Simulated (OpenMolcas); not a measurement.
# How basis sets differ on C2H5AlF (SMILES [CH2][Al]([CH3])[F])

C2H5AlF: 9 atoms, total charge 0, spin state doublet. SMILES: `[CH2][Al]([CH3])[F]`. Geometry: relaxed at PBE0-D4/def2-TZVP. This is one conformer, not always the lowest.

```xyz
9

C    -0.6864    1.5875   -0.8200
Al   -0.1128   -0.2287   -0.5965
C     0.6071   -1.0023    1.0293
F    -0.2532   -1.2094   -1.9247
H    -1.0868    1.9892   -1.7488
H    -0.6490    2.3368   -0.0310
H    -0.0093   -1.8398    1.3706
H     1.6112   -1.4034    0.8601
H     0.6679   -0.2763    1.8437
```

Each level gives the dipole moment (D). The values are calculated.

```csv
level,kind,program,value (D)
ROHF/ANO-RCC-MB (DKH2),Hartree–Fock,OpenMolcas,1.99
UHF/STO-3G,Hartree–Fock,OpenMolcas,0.83
UHF/3-21G,Hartree–Fock,OpenMolcas,2.12
UHF/def2-SVP,Hartree–Fock,OpenMolcas,2.04
```

The values span 0.83 to 2.12 D. Magnitudes only. Sets without polarisation functions give poor dipoles.

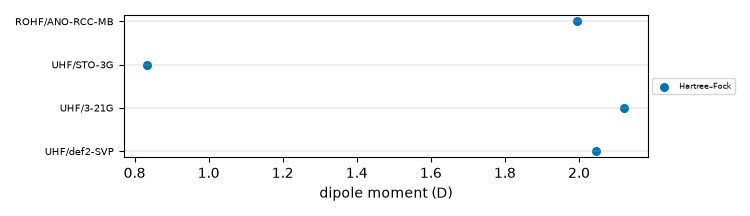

The values of the table, level by level.
